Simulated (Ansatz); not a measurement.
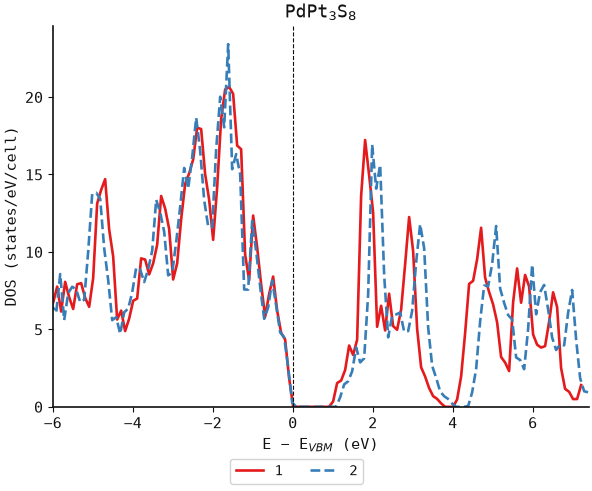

Total densities of states of PdPt$_{3}$S$_{8}$, space group P-1 (No. 2), 12 atoms in the cell, by two methods on the same cell. Each is counted from its own valence-band top.

Question: Which curve is which? The methods: PBE, r2SCAN.

Answer: 1 is PBE; 2 is r2SCAN. PBE gives a gap of 1.02 eV and r2SCAN gives a gap of 1.17 eV.

Settings. PBE: DFT PBE, scalar-relativistic, plane waves, PAW, no spin polarisation, 6×6×4 k mesh, 420 eV cutoff, Gaussian smearing of 0.02 eV (Ansatz 0.2.0). r2SCAN: DFT r2SCAN, scalar-relativistic, plane waves, PAW, no spin polarisation, 6×6×4 k mesh, 500 eV cutoff (Ansatz).

The structure is an invented one, so it need not be a known or stable phase. Spin-orbit coupling is left out, which matters for Pt.
